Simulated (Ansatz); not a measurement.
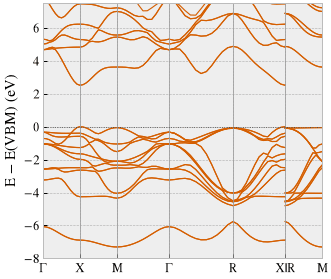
*Band structure from plane-wave PAW r²SCAN with spin–orbit coupling (Ansatz code)*

Task: Read off the gap and where the band edges lie.

Result: About 2.5 eV (2.51 eV by a search for the band edges); maximum at X, minimum at X.

The material is HfPbO3 (cubic perovskite, Pm-3m).

The workflow started from a Materials Project entry (that database holds measured and hypothetical structures alike); the Crystallography Open Database copy checked does not list it. COD files the formula under space group No. 55. Whether it is the stable phase at ambient conditions was not checked. The r²SCAN relaxation kept the symmetry of its start; whether a distortion lowers the energy is not shown. The run is not spin-polarised.

Potentials: the later of the program's two PAW sets.
